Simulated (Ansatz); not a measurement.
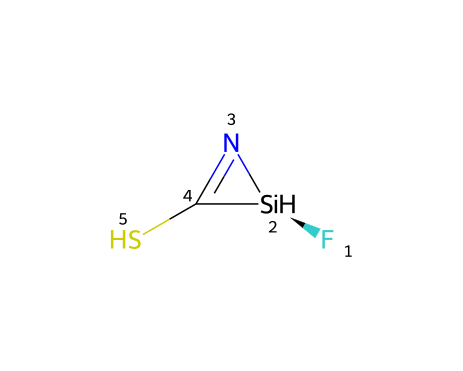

A structural formula, with wedges where it has stereocentres; small numbers name the atoms. The configuration is that of a computed structure (PBE0-D4/def2-TZVP).

Question: What are the Cahn–Ingold–Prelog descriptors?

Answer: Si2: S.

Question: Write the isomeric SMILES.

Answer: F[Si@@H]1N=C1S
